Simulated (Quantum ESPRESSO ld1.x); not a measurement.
Atomic calculation, with input and output: Ru

System: atomic ruthenium (Ru) in the configuration [Kr] 4d7 5s1 (both spins equally filled).
Method: scalar-relativistic Kohn-Sham, LDA (Slater exchange, Perdew-Zunger correlation), spin-polarised, spherical densities, point nucleus (Quantum ESPRESSO ld1.x 7.5).

## Input file
```
 &input
    atom='Ru',
    iswitch=1,
    rel=1,
    lsd=1,
    dft='PZ',
    config='[Kr] 4d3.5 4d3.5 5s0.5 5s0.5',
    verbosity='high',
    prefix='ld1',
    max_out_wfc=37,
    file_charge='ld1.rho',
 /
```

## Output
```
     Program LD1 v.7.5 starts

     --------------------------- All-electron run ----------------------------

     scalar relativistic calculation

     atomic number is 44.00
     dft =PZ   lsd =1 sic =0 latt =0  beta=0.20 tr2=1.0E-14
     Exchange-correlation= PZ
                           (   1   1   0   0   0   0   0)
     mesh =2049 r(mesh) =  99.46545 a.u. xmin = -8.00 dx = 0.00800
     1 Ry =  13.60569312 eV, c = 137.03599908

     n l     nl                  e(Ry)          e(Ha)          e(eV)
     1 0     1S 1( 1.00)   -1610.250922712    -805.125461356 -21908.5799054
     2 0     2S 1( 1.00)    -231.581228801    -115.790614401  -3150.8231321
     2 1     2P 1( 3.00)    -207.555465700    -103.777732850  -2823.9359723
     3 0     3S 1( 1.00)     -40.742639239     -20.371319620   -554.3318465
     3 1     3P 1( 3.00)     -32.847541241     -16.423770620   -446.9135660
     4 0     4S 1( 1.00)      -5.618319791      -2.809159896    -76.4411349
     4 1     4P 1( 3.00)      -3.419797076      -1.709898538    -46.5287096
     3 2     3D 1( 5.00)     -20.101890141     -10.050945070   -273.5001484
     4 2     4D 1( 3.50)      -0.397057644      -0.198528822     -5.4022445
     4 2     4D 2( 3.50)      -0.397057644      -0.198528822     -5.4022445
     5 0     5S 1( 0.50)      -0.332082077      -0.166041039     -4.5182068
     5 0     5S 2( 0.50)      -0.332082077      -0.166041039     -4.5182068
     1 0     1S 2( 1.00)   -1610.250922712    -805.125461356 -21908.5799054
     2 0     2S 2( 1.00)    -231.581228801    -115.790614401  -3150.8231321
     2 1     2P 2( 3.00)    -207.555465700    -103.777732850  -2823.9359723
     3 0     3S 2( 1.00)     -40.742639239     -20.371319620   -554.3318465
     3 1     3P 2( 3.00)     -32.847541241     -16.423770620   -446.9135660
     4 0     4S 2( 1.00)      -5.618319791      -2.809159896    -76.4411349
     4 1     4P 2( 3.00)      -3.419797076      -1.709898538    -46.5287096
     3 2     3D 2( 5.00)     -20.101890141     -10.050945070   -273.5001484

     final scf error:  7.1E-16 reached in  29 iterations

     Etot =   -9052.554135 Ry,   -4526.277067 Ha, -123166.273539 eV
     Total magnetization:    0.00 Bohr mag.

     Ekin =    9358.615527 Ry,    4679.307764 Ha,  127330.450920 eV
     Encl =  -21846.524092 Ry,  -10923.262046 Ha, -297237.102595 eV
     Eh   =    3693.040701 Ry,    1846.520351 Ha,   50246.378473 eV
     Exc  =    -257.686272 Ry,    -128.843136 Ha,   -3506.000338 eV

     normalization and overlap integrals

     s(1S/1S) =  1.000000  <r> =   0.0335  <r2> =    0.0015  r(max) =   0.0217
     s(1S/2S) = -0.009970
     s(1S/3S) = -0.004066
     s(1S/4S) = -0.001714
     s(1S/5S) = -0.000471
     s(2S/2S) =  1.000000  <r> =   0.1458  <r2> =    0.0251  r(max) =   0.1229
     s(2S/3S) = -0.002464
     s(2S/4S) = -0.001004
     s(2S/5S) = -0.000275
     s(2P/2P) =  1.000000  <r> =   0.1270  <r2> =    0.0197  r(max) =   0.0983
     s(2P/3P) = -0.002016
     s(2P/4P) = -0.000750
     s(3S/3S) =  1.000000  <r> =   0.4034  <r2> =    0.1864  r(max) =   0.3620
     s(3S/4S) = -0.000651
     s(3S/5S) = -0.000175
     s(3P/3P) =  1.000000  <r> =   0.4036  <r2> =    0.1894  r(max) =   0.3562
     s(3P/4P) = -0.000533
     s(4S/4S) =  1.000000  <r> =   1.0176  <r2> =    1.1752  r(max) =   0.9156
     s(4S/5S) = -0.000101
     s(4P/4P) =  1.000000  <r> =   1.1275  <r2> =    1.4608  r(max) =   0.9839
     s(3D/3D) =  1.000000  <r> =   0.3844  <r2> =    0.1770  r(max) =   0.3011
     s(3D/4D) = -0.000290
     s(4D/4D) =  1.000000  <r> =   1.7064  <r2> =    3.6581  r(max) =   1.2114
     s(4D/4D) =  1.000000  <r> =   1.7064  <r2> =    3.6581  r(max) =   1.2114
     s(4D/3D) = -0.000290
     s(5S/5S) =  1.000000  <r> =   3.3368  <r2> =   12.8661  r(max) =   2.7178
     s(5S/5S) =  1.000000  <r> =   3.3368  <r2> =   12.8661  r(max) =   2.7178
     s(5S/1S) = -0.000471
     s(5S/2S) = -0.000275
     s(5S/3S) = -0.000175
     s(5S/4S) = -0.000101
     s(1S/1S) =  1.000000  <r> =   0.0335  <r2> =    0.0015  r(max) =   0.0217
     s(1S/2S) = -0.009970
     s(1S/3S) = -0.004066
     s(1S/4S) = -0.001714
     s(2S/2S) =  1.000000  <r> =   0.1458  <r2> =    0.0251  r(max) =   0.1229
     s(2S/3S) = -0.002464
     s(2S/4S) = -0.001004
     s(2P/2P) =  1.000000  <r> =   0.1270  <r2> =    0.0197  r(max) =   0.0983
     s(2P/3P) = -0.002016
     s(2P/4P) = -0.000750
     s(3S/3S) =  1.000000  <r> =   0.4034  <r2> =    0.1864  r(max) =   0.3620
     s(3S/4S) = -0.000651
     s(3P/3P) =  1.000000  <r> =   0.4036  <r2> =    0.1894  r(max) =   0.3562
     s(3P/4P) = -0.000533
     s(4S/4S) =  1.000000  <r> =   1.0176  <r2> =    1.1752  r(max) =   0.9156
     s(4P/4P) =  1.000000  <r> =   1.1275  <r2> =    1.4608  r(max) =   0.9839
     s(3D/3D) =  1.000000  <r> =   0.3844  <r2> =    0.1770  r(max) =   0.3011

     ------------------------ End of All-electron run ------------------------
```

## Orbitals

```csv
orbital,occupation,energy (eV),⟨r⟩ (bohr),outer maximum (bohr)
1s up,1,−21908.6,0.03347,0.0217
1s down,1,−21908.6,0.03347,0.0217
2s up,1,−3150.8,0.1458,0.123
2s down,1,−3150.8,0.1458,0.123
2p up,3,−2823.9,0.1270,0.0983
2p down,3,−2823.9,0.1270,0.0983
3s up,1,−554.332,0.4034,0.362
3s down,1,−554.332,0.4034,0.362
3p up,3,−446.914,0.4036,0.356
3p down,3,−446.914,0.4036,0.356
3d up,5,−273.500,0.3844,0.301
3d down,5,−273.500,0.3844,0.301
4s up,1,−76.441,1.018,0.916
4s down,1,−76.441,1.018,0.916
4p up,3,−46.529,1.127,0.984
4p down,3,−46.529,1.127,0.984
4d up,3.5,−5.402,1.706,1.21
4d down,3.5,−5.402,1.706,1.21
5s up,0.5,−4.518,3.337,2.72
5s down,0.5,−4.518,3.337,2.72
```

## Slater integrals of the outer shells (hartree)

```csv
integral,value
"F0(5s,5s)",0.2711
"F0(5s,4d)",0.3312
"G2(5s,4d)",0.0672
"F0(5s,4p)",0.3483
"G1(5s,4p)",0.0191
"F0(5s,4s)",0.3510
"G0(5s,4s)",0.0122
"F0(4d,4d)",0.5398
```

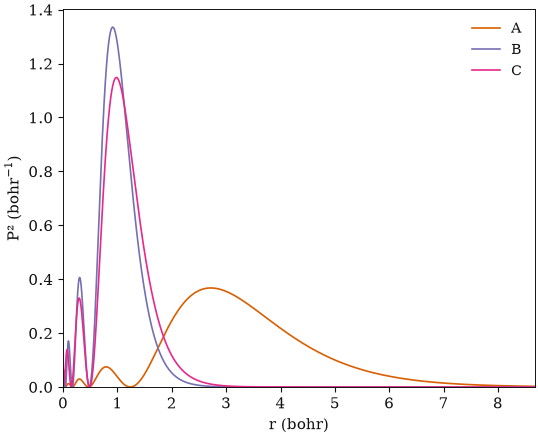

Fig. 1: The radial probability densities P² of 4s, 5s and 4p. A is 5s; B is 4s; C is 4p. 4s: outer maximum at 0.916 bohr, ⟨r⟩ = 1.02 bohr, 3 nodes, eigenvalue −76.4 eV; 4p: outer maximum at 0.984 bohr, ⟨r⟩ = 1.13 bohr, 2 nodes, eigenvalue −46.5 eV; 5s: outer maximum at 2.72 bohr, ⟨r⟩ = 3.34 bohr, 4 nodes, eigenvalue −4.52 eV. The innermost lobes are too small to be seen at this scale.

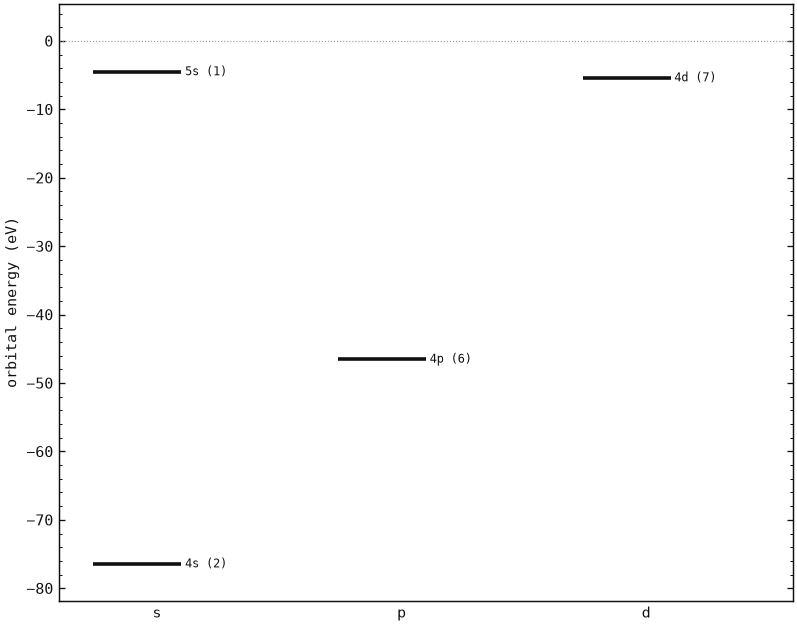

Fig. 2: The outer levels are drawn by angular momentum (occupations in brackets). The highest occupied level is 5s at −4.52 eV. From the top down the occupied levels run 5s (−4.52 eV), 4d (−5.40 eV), 4p (−46.5 eV), 4s (−76.4 eV).

## Summary

| quantity | value |
| --- | --- |
| outcome | converged |
| total energy | −4526.2771 hartree |
| kinetic energy | 4679.3078 hartree |
| electron–nucleus energy | −10923.2620 hartree |
| Hartree energy | 1846.5204 hartree |
| exchange–correlation energy | −128.843136 hartree |
| radius at density 0.001 e/bohr³ | 4.50 bohr |
| SCF iterations | 29 |
| hardware | 1 CPU thread, shared host |
| wall time | 1.7 s |
